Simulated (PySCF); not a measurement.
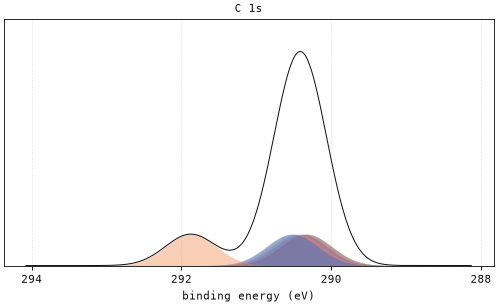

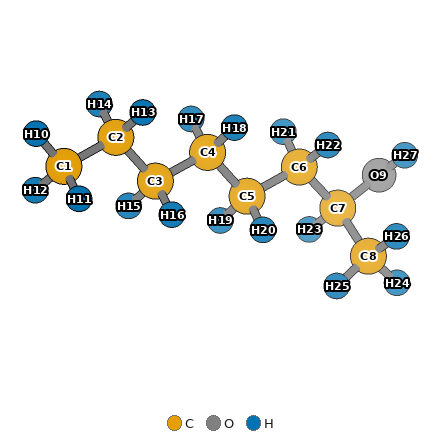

Simulated XPS of C₈H₁₈O (2-octanol), SMILES CCCCCC[C@H](C)O. Vertical core-electron binding energies by ΔSCF (SCAN, pcX-2 on the ionised atom, pcseg-1 elsewhere, spin-free X2C; PySCF 2.14.0, at a PBE0-D3(BJ)/def2-SVP geometry (no frequency check)), gas phase, against the vacuum level. One atom of each kind was ionised; within a panel, areas follow the number of like atoms, Gaussians of 0.8 eV full width. Only the regions named are shown. Lines closer than the width merge in the curve.

Which atoms give which peak?

Answer.
| level | atoms | binding energy (eV) |
| --- | --- | --- |
| C 1s | C7 | 291.9 |
| C 1s | C8 | 290.5 |
| C 1s | C1 | 290.5 |
| C 1s | C2 | 290.5 |
| C 1s | C5 | 290.4 |
| C 1s | C4 | 290.3 |
| C 1s | C6 | 290.3 |
| C 1s | C3 | 290.3 |

How large is the chemical shift across the C 1s region?

Answer. 1.5 eV, from C3 at 290.3 eV to C7 at 291.9 eV.

Caveats: one conformer of a flexible molecule.
